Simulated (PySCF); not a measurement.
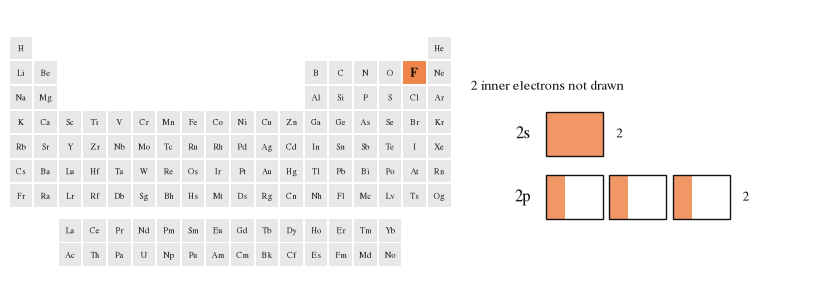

Left, the place of fluorine in the periodic table; right, the outer shells of the nominal configuration: a box for each of the 2l + 1 orbitals, shaded by the share of the shell that is filled, with the electron count at the right.

**F³⁺: atomic calculation**

System: F³⁺, configuration 1s2 2s2 2p2, multiplicity 3.
Method: unrestricted CCSD(T), STO-3G, non-relativistic, point nucleus (PySCF).

### Log (extracts)
```
CC2 = 0
CCSD nocc = (np.int64(3), np.int64(1)), nmo = (4, 4)
frozen orbitals [[0], [0]]
max_cycle = 100
direct = 0
conv_tol = 1e-08
conv_tol_normt = 1e-06
diis_space = 8
diis_start_cycle = 0
Init t2, MP2 energy = -0.0127548949671238
Init E_corr(UCCSD) = -0.0127548949671238
cycle = 1  E_corr(UCCSD) = -0.0184562947013592  dE = -0.00570139973  norm(t1,t2) = 0.0291475
cycle = 2  E_corr(UCCSD) = -0.0209697247368008  dE = -0.00251343004  norm(t1,t2) = 0.0128495
cycle = 3  E_corr(UCCSD) = -0.0229294328239832  dE = -0.00195970809  norm(t1,t2) = 0.00562944
cycle = 4  E_corr(UCCSD) = -0.0229253245487294  dE = 4.10827525e-06  norm(t1,t2) = 1.49396e-05
cycle = 5  E_corr(UCCSD) = -0.0229248502201132  dE = 4.74328616e-07  norm(t1,t2) = 3.09317e-06
cycle = 6  E_corr(UCCSD) = -0.0229246666533782  dE = 1.83566735e-07  norm(t1,t2) = 1.72542e-06
cycle = 7  E_corr(UCCSD) = -0.0229245692269624  dE = 9.74264157e-08  norm(t1,t2) = 1.1961e-06
cycle = 8  E_corr(UCCSD) = -0.0229245088366409  dE = 6.03903215e-08  norm(t1,t2) = 9.15169e-07
cycle = 9  E_corr(UCCSD) = -0.0229244677397805  dE = 4.10968604e-08  norm(t1,t2) = 7.41031e-07
cycle = 10  E_corr(UCCSD) = -0.0229242505151614  dE = 2.17224619e-07  norm(t1,t2) = 6.22527e-07
cycle = 11  E_corr(UCCSD) = -0.0229242518518306  dE = -1.33666916e-09  norm(t1,t2) = 3.84795e-09
UCCSD converged
E(UCCSD) = -93.84293312908692  E_corr = -0.02292425185183057
UCCSD(T) correction = 0
```

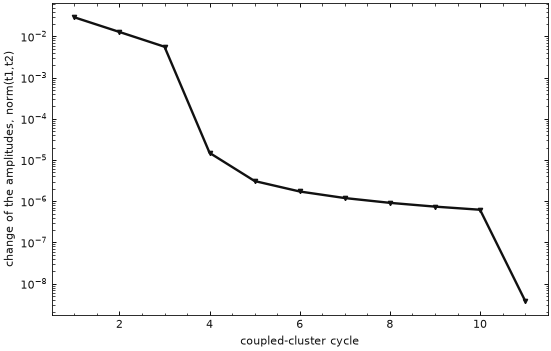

Convergence: change of the amplitudes, norm(t1,t2) against the coupled-cluster cycle. The residual falls at every step. It goes from 0.029 to 3.8×10⁻⁹ in 11 steps.

### Input
```python
from pyscf import gto, scf, dft, mp, cc
import basis_set_exchange as bse
mol = gto.M(atom="F 0 0 0", charge=3, spin=2, symmetry="D2h",
            basis=gto.basis.parse(bse.get_basis("STO-3G", elements=["F"], fmt="nwchem", header=False)))
mf = scf.UHF(mol)
mf.irrep_nelec = {'Ag': (2, 2), 'B1u': (1, 0), 'B2u': (1, 0)}
mf.kernel()
mycc = cc.CCSD(mf, frozen=1).run()
mycc.ccsd_t()
```

The script is an equivalent of what the driver set up; the driver started from orbitals of its own, so the log can be shorter than this script's would be, and it computed the properties (radii, ⟨L²⟩, response) afterwards. It held the occupations shell by shell, which the script's counts by irreducible representation don't always enforce.

Launched within a batch (the task file carries these settings):
```bash
OMP_NUM_THREADS=1 python <driver script> TASK.json OUT
```

### What the run reported

- outcome: converged
- total energy: −93.842933 hartree
- CCSD correlation: −0.022924 hartree
- CCSD energy: −93.842933 hartree
- T1 diagnostic: 0.000
- hardware: 1 thread of Arm Neoverse N1, 40 GiB of memory available, shared host

### What is odd here

One thing in this input was made odd on purpose: minimal basis. The program ran to the end. Its numbers are those of this setting; this run alone doesn't show how far the oddity moves them.
